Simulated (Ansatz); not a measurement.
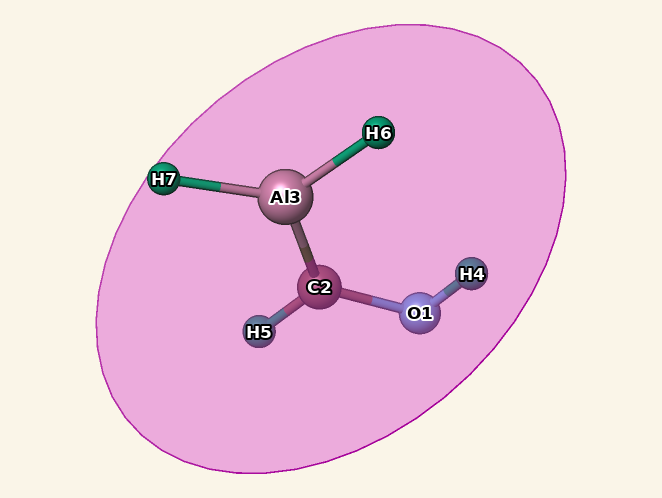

A disc through the centre of mass is drawn in. Atoms fade into the background with distance from the viewer. State: charge −1, singlet. The geometry was computed by an optimisation with PBE0-D4/def2-TZVPD. No frequency run is at hand to confirm it as a minimum.

**Is the plane of the disc a mirror plane of the structure?**

No. The point group is Cs, with 1 mirror plane, and this plane isn't one of its mirror planes.
